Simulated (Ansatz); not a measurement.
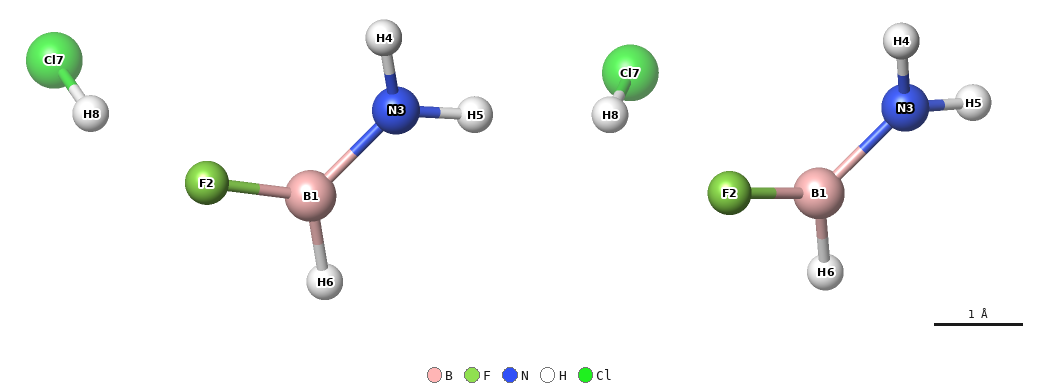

Two geometries of BNH4ClF, drawn at one scale. One is the start of a relaxation, the other its converged end. A ball-and-stick model, seen at a tilt.

Computed with RKS PBE0/def2-SVP in Ansatz. Set-up: no spin polarisation; force threshold 0.03 eV/Å; at most 50 steps.

Which geometry has the lower energy?

The left one is the relaxed one. The run prepares an end point of a later path (reaction) calculation, from a guessed geometry. The largest move after the best rigid fit is that of Cl7, 0.67 Å. By element the largest moves are Cl 0.67 Å, H 0.35 Å, F 0.27 Å, B 0.13 Å, N 0.12 Å. Among the contacts that change: Cl7–H8 1.333 → 1.291 Å, B1–F2 1.339 → 1.352 Å. Over 9 accepted moves (11 points after the start) the energy falls by 9.45 kJ/mol. Largest force component: 1 eV/Å at the start, 0.014 eV/Å at the end. The line search rejected the trial steps at points 2, 6 of the run.
